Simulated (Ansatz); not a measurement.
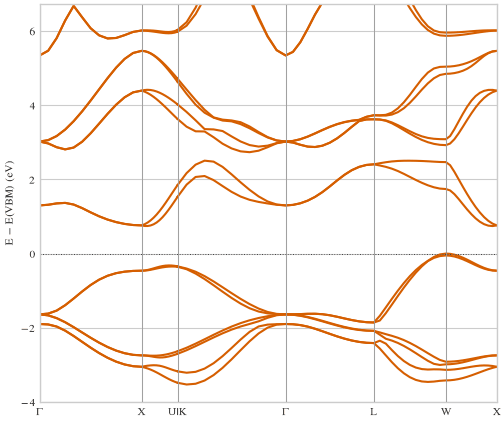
Figure: Band structure from DFT-PBE with spin–orbit coupling in the program Ansatz with PAW potentials

Task: Read off the gap and where the band edges lie.

Result: About 0.7 eV (0.74 eV by a search for the band edges); maximum at W, minimum on the X–U line, 12 % of the way from X.

The material is PbS (zinc blende, F-43m).

The start of the workflow was typed in or built on a structure type; neither database checked (COD, Materials Project) lists it. It is not the phase usual at ambient conditions (space group No. 225). The cell was relaxed with PBE under the symmetry of its start; its stability against distortions is not shown here.

Potentials: the earlier of the program's two PAW sets.
